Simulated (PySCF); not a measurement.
Consider H$_{3}$Hg···H$_{2}$O (charge −1).

```
atom    x (Å)    y (Å)    z (Å)
  Hg   0.1010   0.0977   0.3692
   H   1.4527   0.2255   1.4638
   H  -1.6052   0.4124   0.8303
   H   0.2534  -0.3700  -1.3602
   O  -2.0636   1.2972  -1.9967
   H  -2.2519   1.1336  -1.0595
   H  -1.2784   0.7314  -2.0825
```

Core potentials replace the inner electrons of Hg.

These are results of RKS PBE0, Hg def2-SVP with ECP60, H def2-SVP, O def2-SVP; non-relativistic Hamiltonian with scalar-relativistic core potentials where named; density fitting in PySCF, not measurements.

Predict the electron density and electron localisation function between the atoms.

Hg–H (1.74 Å): ρ is about 1.5 e/Å³ halfway; the ELF climbs to about 1 towards the hydrogen.

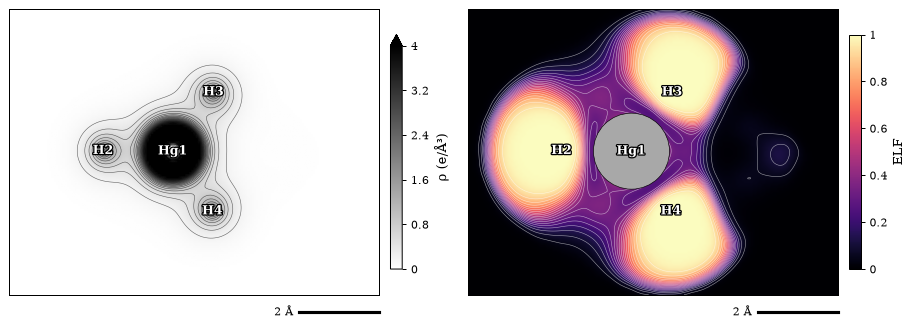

Computed electron density and electron localisation function on the plane of atoms H2, Hg1 and H4, in this order. Grey discs cover the atomic cores in the ELF map. 
